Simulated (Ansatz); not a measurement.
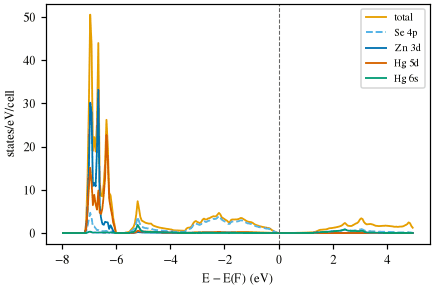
Figure: Total and projected density of states of ZnHgSe₂ in space group R3m (No. 160; Zn on 3a, Hg on 3a, Se on 3a, Se on 3a), plane-wave PAW PBEsol (Ansatz code)

### Question
Which orbitals carry the states next to the Fermi level?

### Answer
Within 0.5 eV of the Fermi level: Se 4p 85 %, Hg 5d 9 %. Projections are on Löwdin-orthogonalised atomic valence shells; empty p or d shells of many metals are not among them.

### Question
Where is the tallest occupied peak in this window, and what makes it?

### Answer
Near -6.9 eV, about 51 states/eV per cell; the largest projected share is Zn 3d.

The first step of the workflow began from a Materials Project structure, measured or hypothetical; the Crystallography Open Database copy checked does not list it. Whether it is the stable phase at ambient conditions was not checked. The PBEsol relaxation kept the symmetry of its start; its stability against distortions is not shown here. Spin–orbit coupling is left out wherever it is not named.

Potentials: the later of the program's two PAW sets.
